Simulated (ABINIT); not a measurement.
# Ba2TaBiO6 (R-3): G0W0 with ABINIT, start to end

Aim: the G0W0 gap of Ba2TaBiO6 (R-3) on LDA, step by step.

Program: ABINIT 10.8.3. Level of theory: LDA and many-body steps on it, plane waves. Results are calculated unless marked as measured.

**1. Starting point**

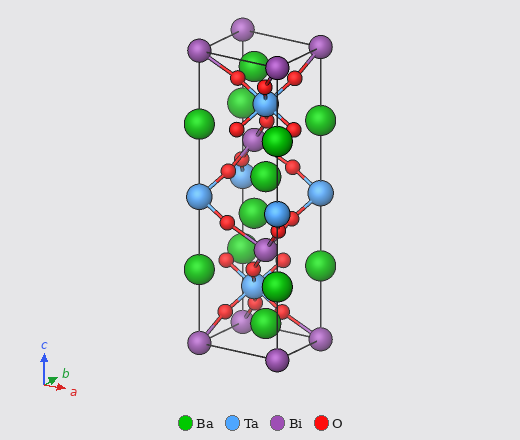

Start, viewed slightly off an axis; barium green, tantalum blue, bismuth purple, oxygen red. This picture shows the conventional cell, with its axes. Bonds to atoms that aren't drawn are left out. Some periodic images of atoms are drawn too.

The cell and positions are those that the Materials Project relaxed with its own functionals (PBE, PBE+U or r2SCAN), kept fixed. Spin-orbit coupling is left out unless a step names it.

**2. Ground state**

This step: ABINIT 10.8.3; DFT, LDA, plane waves, norm-conserving pseudopotentials.

The ground-state density comes first.

run.abi reads:

```
acell 3*1.0 Angstrom
rprim 
  3.075626834241 1.775713980676 4.956223105800
  -3.075626834241 1.775713980676 4.956223105800
  0.000000000000 -3.551427961352 4.956223105800
ntypat 4
znucl 56 73 83 8
natom 10
typat 1 1 2 3 4 4 4 4 4 4
xred 
  0.748816000000 0.748816000000 0.748816000000
  0.251184000000 0.251184000000 0.251184000000
  0.500000000000 0.500000000000 0.500000000000
  0.000000000000 0.000000000000 0.000000000000
  0.725510000000 0.218856000000 0.322035000000
  0.218856000000 0.322035000000 0.725510000000
  0.322035000000 0.725510000000 0.218856000000
  0.274490000000 0.781144000000 0.677965000000
  0.677965000000 0.274490000000 0.781144000000
  0.781144000000 0.677965000000 0.274490000000
pp_dirpath "pseudos"
pseudos "Ba.upf, Ta.upf, Bi.upf, O.upf"
ecut 62
ngkpt 4 4 4
nshiftk 1
shiftk 0 0 0
kptopt 1
chksymbreak 0
nband 62
occopt 1
tolvrs 1e-10
nstep 60
prtwf 0
optforces 0
optstress 0
indata_prefix "in"
outdata_prefix "out"
tmpdata_prefix "tmp"
```

Run with:

```console
> OMP_NUM_THREADS=1 mpirun -n 8 abinit run.abi > log
```

Numbers of over 12 decimals in the logs are rounded to 6 here.

Output:

```text
.Version 10.8.3 of ABINIT. v10.8.2 released Aug 2026.

 Symmetries : space group R-3 (#148); Bravais hR (rhombohedral)
================================================================================
 Values of the parameters that define the memory need of the present run
     intxc =       0    ionmov =       0      iscf =       7    lmnmax =       8
     lnmax =       8     mgfft =      90  mpssoang =       4    mqgrid =    3360
     natom =      10  nloc_mem =       1    nspden =       1   nspinor =       1
    nsppol =       1      nsym =       6    n1xccc =    2501    ntypat =       4
    occopt =       1   xclevel =       1
-    mband =          62        mffmem =           1         mkmem =           2
       mpw =       25614          nfft =      729000          nkpt =          14
================================================================================
  Rough estimation (10% accuracy) of disk space for files :
================================================================================

--------------------------------------------------------------------------------
------------- Echo of variables that govern the present computation ------------
--------------------------------------------------------------------------------
 -outvars: echo values of preprocessed input variables --------
            acell      1.8897261259E+00  1.8897261259E+00  1.8897261259E+00 Bohr

      chksymbreak           0
             ecut      6.20000000E+01 Hartree
-          fftalg         312

              ixc       -1012
              kpt      0.00000000E+00  0.00000000E+00  0.00000000E+00
                       2.50000000E-01  0.00000000E+00  0.00000000E+00
                       5.00000000E-01  0.00000000E+00  0.00000000E+00
                       2.50000000E-01  2.50000000E-01  0.00000000E+00
                       5.00000000E-01  2.50000000E-01  0.00000000E+00
                      -2.50000000E-01  2.50000000E-01  0.00000000E+00
                       2.50000000E-01  5.00000000E-01  0.00000000E+00
                       5.00000000E-01  5.00000000E-01  0.00000000E+00
                       2.50000000E-01  2.50000000E-01  2.50000000E-01
                       5.00000000E-01  2.50000000E-01  2.50000000E-01
                      -2.50000000E-01  2.50000000E-01  2.50000000E-01
[...]
kptrlatt        4    0    0      0    4    0      0    0    4
          kptrlen      4.60887353E+01
P           mkmem           2
            natom          10
            nband          62
            ngfft          90      90      90
             nkpt          14
            nstep          60
             nsym           6
           ntypat           4
              occ      2.000000  2.000000  2.000000  2.000000  2.000000  2.000000
                       2.000000  2.000000  2.000000  2.000000  2.000000  2.000000
                       2.000000  2.000000  2.000000  2.000000  2.000000  2.000000
                       2.000000  2.000000  2.000000  2.000000  2.000000  2.000000
                       2.000000  2.000000  2.000000  2.000000  2.000000  2.000000
                       2.000000  2.000000  2.000000  2.000000  2.000000  2.000000
                       2.000000  2.000000  2.000000  2.000000  2.000000  2.000000
                       2.000000  2.000000  2.000000  2.000000  2.000000  2.000000
                       2.000000  2.000000  2.000000  2.000000  2.000000  0.000000
                       0.000000  0.000000  0.000000  0.000000  0.000000  0.000000
                       0.000000  0.000000
        optforces           0
        optstress           0
            prtwf           0
            rprim      3.0756268342E+00  1.7757139807E+00  4.9562231058E+00
[...]
spgroup         148

           tolvrs      1.00000000E-10

             xred      7.4881600000E-01  7.4881600000E-01  7.4881600000E-01
[...]
znucl       56.00000   73.00000   83.00000    8.00000

================================================================================

 chkinp: Checking input parameters for consistency.

================================================================================
== DATASET  1 ==================================================================
-   mpi_nproc: 8, omp_nthreads: 1 (-1 if OMP is not activated)

--- !DatasetInfo
iteration_state: {dtset: 1, }
dimensions: {natom: 10, nkpt: 14, mband: 62, nsppol: 1, nspinor: 1, nspden: 1, mpw: 25614, }
cutoff_energies: {ecut:  62.0, pawecutdg:  -1.0, }
electrons: {nelect:   1.06000000E+02, charge:   0.00000000E+00, occopt:   1.00000000E+00, tsmear:   1.00000000E-02, }

 Real(R)+Recip(G) space primitive vectors, cartesian coordinates (Bohr,Bohr^-1):
 R(1)=  5.8120924  3.3556131  9.3659043  G(1)=  0.0860275  0.0496680  0.0355901
 R(2)= -5.8120924  3.3556131  9.3659043  G(2)= -0.0860275  0.0496680  0.0355901
 R(3)=  0.0000000 -6.7112262  9.3659043  G(3)=  0.0000000 -0.0993360  0.0355901
 Unit cell volume ucvol=  1.0959869E+03 bohr^3
 Angles (23,13,12)=  6.05865505E+01  6.05865505E+01  6.05865505E+01 degrees

 getcut: wavevector=  0.0000  0.0000  0.0000  ngfft=  90  90  90
         ecut(hartree)=     62.000   => boxcut(ratio)=   2.20368

 getcut : COMMENT -
  Note that boxcut > 2.2 ; recall that boxcut=Gcut(box)/Gcut(sphere) = 2
  is sufficient for exact treatment of convolution.
[...]
--------------------------------------------------------------------------------

_setup2: Arith. and geom. avg. npw (full set) are   25555.234   25555.226

================================================================================

--- !BeginCycle
iteration_state: {dtset: 1, }
solver: {iscf: 7, nstep: 60, nline: 4, wfoptalg: 0, }
tolerances: {tolvrs: 1.00E-10, }

     iter   Etot(hartree)      deltaE(h)  residm     vres2
 ETOT  1  -633.30112189082    -6.333E+02 1.017E-01 1.028E+06
 ETOT  2  -396.99104635500     2.363E+02 1.017E+00 6.693E+06
 ETOT  3  -671.99382353092    -2.750E+02 1.636E+00 6.891E+05
 ETOT  4  -699.80453881593    -2.781E+01 1.509E-01 2.862E+05
 ETOT  5  -700.59596358479    -7.914E-01 4.311E-02 2.817E+05
 ETOT  6  -707.15501009006    -6.559E+00 9.821E-03 1.301E+05
 ETOT  7  -711.27755341596    -4.123E+00 1.246E-02 2.689E+04
 ETOT  8  -712.09201183042    -8.145E-01 1.300E-01 6.692E+03
 ETOT  9  -712.34430745254    -2.523E-01 1.316E-01 1.061E+03
 ETOT 10  -712.31783484546     2.647E-02 4.885E-02 2.507E+03
[...]
ETOT 20  -712.42683458611    -2.232E-08 2.864E-04 5.688E-06
 ETOT 21  -712.42683458643    -3.283E-10 2.665E-04 1.929E-07
 ETOT 22  -712.42683458647    -3.251E-11 1.031E-04 2.688E-08
 ETOT 23  -712.42683458649    -2.558E-11 9.678E-05 2.218E-09
 ETOT 24  -712.42683458643     5.821E-11 3.676E-05 1.468E-11

 At SCF step   24       vres2   =  1.47E-11 < tolvrs=  1.00E-10 =>converged.

--- !ResultsGS
iteration_state: {dtset: 1, }
comment   : Summary of ground state results
lattice_vectors:
- [  5.8120924,   3.3556131,   9.3659043, ]
- [ -5.8120924,   3.3556131,   9.3659043, ]
- [  0.0000000,  -6.7112262,   9.3659043, ]
lattice_lengths: [  11.52218,   11.52218,   11.52218, ]
lattice_angles: [ 60.587,  60.587,  60.587, ] # degrees, (23, 13, 12)
lattice_volume:   1.0959869E+03
convergence: {deltae:  5.821E-11, res2:  1.468E-11, residm:  3.676E-05, diffor:  0.000E+00, }
etotal    :  -7.12426835E+02
entropy   :   0.00000000E+00
fermie    :   2.38607770E-01
cartesian_stress_tensor: null
pressure_GPa: null
xred      :
- [  7.4882E-01,   7.4882E-01,   7.4882E-01, Ba]
- [  2.5118E-01,   2.5118E-01,   2.5118E-01, Ba]
- [  5.0000E-01,   5.0000E-01,   5.0000E-01, Ta]
- [  0.0000E+00,   0.0000E+00,   0.0000E+00, Bi]
- [  7.2551E-01,   2.1886E-01,   3.2203E-01,  O]
- [  2.1886E-01,   3.2204E-01,   7.2551E-01,  O]
- [  3.2203E-01,   7.2551E-01,   2.1886E-01,  O]
- [  2.7449E-01,   7.8114E-01,   6.7797E-01,  O]
- [  6.7797E-01,   2.7449E-01,   7.8114E-01,  O]
- [  7.8114E-01,   6.7797E-01,   2.7449E-01,  O]
cartesian_forces: null
force_length_stats: {min: null, max: null, mean: null, }

 Integrated electronic density in atomic spheres:
 ------------------------------------------------
 Atom  Sphere_radius  Integrated_density
[...]
================================================================================

 ----iterations are completed or convergence reached----

 Mean square residual over all n,k,spin=   15.710E-08; max=  36.763E-06
 reduced coordinates (array xred) for   10 atoms
[...]
0.218856000000      0.322035000000      0.725510000000
       0.322035000000      0.725510000000      0.218856000000
       0.274490000000      0.781144000000      0.677965000000
       0.677965000000      0.274490000000      0.781144000000
       0.781144000000      0.677965000000      0.274490000000
 rms dE/dt=  0.0000E+00; max dE/dt=  0.0000E+00; dE/dt below (all hartree)
    1       0.000000000000      0.000000000000      0.000000000000
    2       0.000000000000      0.000000000000      0.000000000000
    3       0.000000000000      0.000000000000      0.000000000000
    4       0.000000000000      0.000000000000      0.000000000000
    5       0.000000000000      0.000000000000      0.000000000000
    6       0.000000000000      0.000000000000      0.000000000000
    7       0.000000000000      0.000000000000      0.000000000000
    8       0.000000000000      0.000000000000      0.000000000000
    9       0.000000000000      0.000000000000      0.000000000000
   10       0.000000000000      0.000000000000      0.000000000000

 cartesian coordinates (angstrom) at end:
[...]
6     -0.317340    -1.616129     6.276566
    7     -1.240939     1.082889     6.276566
    8     -1.558279    -0.533240     8.592103
    9      1.240939    -1.082889     8.592103
   10      0.317340     1.616129     8.592103
 length scales=  1.889726125908  1.889726125908  1.889726125908 bohr
              =  1.000000000000  1.000000000000  1.000000000000 angstroms
 prteigrs : about to open file out_EIG
 Fermi (or HOMO) energy (hartree) =   0.23861   Average Vxc (hartree)=  -0.41337
 Eigenvalues (hartree) for nkpt=  14  k points:
 kpt#   1, nband= 62, wtk=  0.01563, kpt=  0.0000  0.0000  0.0000 (reduced coord)
  -5.37875   -3.09880   -3.09837   -3.09837   -2.25986   -1.03126   -1.03082   -1.03082
  -0.72773   -0.72434   -0.57752   -0.57752   -0.57490   -0.57431   -0.57431   -0.48801
  -0.48633   -0.48633   -0.48629   -0.48617   -0.48617   -0.48594   -0.40422   -0.36823
  -0.36823   -0.35997   -0.35997   -0.35756   -0.19252   -0.18922   -0.18922   -0.18027
  -0.17843   -0.17843   -0.13678    0.08994    0.08994    0.09135    0.09135    0.09522
   0.10762    0.10782    0.10782    0.15646    0.16513    0.17101    0.17101    0.18294
   0.18294    0.18568    0.19523    0.19523    0.20975    0.35481    0.36153    0.36341
   0.36341    0.37370    0.37370    0.38560    0.38560    0.41729
 prteigrs : prtvol=0 or 1, do not print more k-points.

--- !EnergyTerms
iteration_state     : {dtset: 1, }
comment             : Components of total free energy in Hartree
kinetic             :  3.52197904835786E+02
hartree             :  2.58220249921748E+02
xc                  : -1.25551354744737E+02
Ewald energy        : -3.86739389870563E+02
psp_core            :  1.59598069574890E+01
local_psp           : -7.12814470680775E+02
non_local_psp       : -1.13699581005381E+02
total_energy        : -7.12426834586433E+02
total_energy_eV     : -1.93861217679330E+04
band_energy         : -5.74231071836848E+01

== END DATASET(S) ==============================================================
================================================================================

 -outvars: echo values of variables after computation  --------
           etotal     -7.1242683459E+02
            nband          62
             nkpt          14
          spgroup         148
 [... the other variables as echoed above ...]

 Calculation completed.
```

It took 16 min on 8 MPI ranks of Intel Xeon Platinum 8259CL at 2.50GHz (Skylake/Cascade Lake), shared host; peak memory 2.4 GiB.

Numbers from this step:

```
total energy               : -19386.1218 eV
gap                        : 2.549 eV
k of the valence top       : 0.5, 0.5, 0.5
k of the conduction bottom : 0.5, 0, 0
least direct gap           : 2.577 eV
```

The gap is indirect, with the least direct gap 0.03 eV higher.

(Part 1 of 3 ends here.)

[Paths, hosts, dates, memory and timing lines, banners, echoed tables and standing remarks are left out of the program output.]

[Logs are printed without paths, hosts, clocks, repeated set-up lines and the standing remarks that a program may print on its own settings, such as how far it seeks lower states.]

[Runs of the session that timed out or met a known fault of the program may be left out.]

[Hosts, paths, dates, database ids (printed as entryN), source tags and the programs' standing remarks are cut or masked in the printed files.]

[G0W0 gaps are taken among the corrected bands and points alone; a level outside them can change the order at an edge.]

[Where Ansatz stands beside ABINIT at settings called matched, ABINIT's density can come from a denser mesh and the files from another edition; pairs whose starting gaps differed by over 0.03 eV were left out, so agreement reads better than it is.]
